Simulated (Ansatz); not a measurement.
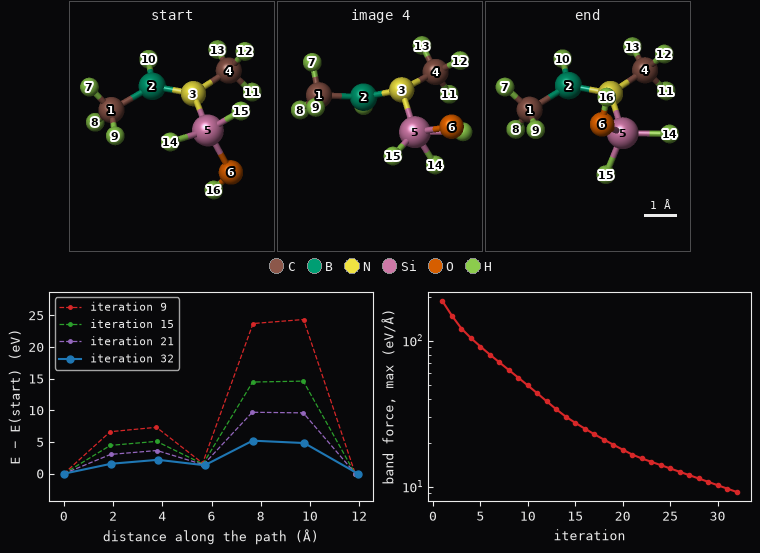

NEB run on C2H10BNOSi. Images are numbered from 0 (start) to 6 (end). The plot follows the band through its iterations. The picture is a ball-and-stick view, seen at a tilt.

Theory: Ansatz 0.2.0, RKS PBE0-D4/def2-SVP. Settings: 5 movable images; climbing image; force threshold 0.05 eV/Å; iteration limit 32; optimiser L-BFGS; largest step 0.02 Å; starting path through a guess of the saddle point.

Q: Judge this run.

A: The result isn't final. The band hadn't converged when the run stopped after 32 iterations. The largest component of the band force went from 190 to 9.2 eV/Å. The barrier read from it is provisional: over the last two iterations the highest image moved from 5.80 eV to 5.22 eV. The step length is far from the usual. The first iteration put the highest image at 63.53 eV. The barrier is about 5.22 eV in both directions, with image 4 at the top; the ends have nearly the same energy. The profile has 2 maxima (images 2, 4) with a dip at image 3 (+1.34 eV), which on an unconverged band is provisional.

Cost: 13 min on 2 threads of Intel(R) Xeon(R) Platinum 8259CL CPU @ 2.50GHz (Skylake/Cascade Lake), on a shared host, peak memory 0.43 GiB.
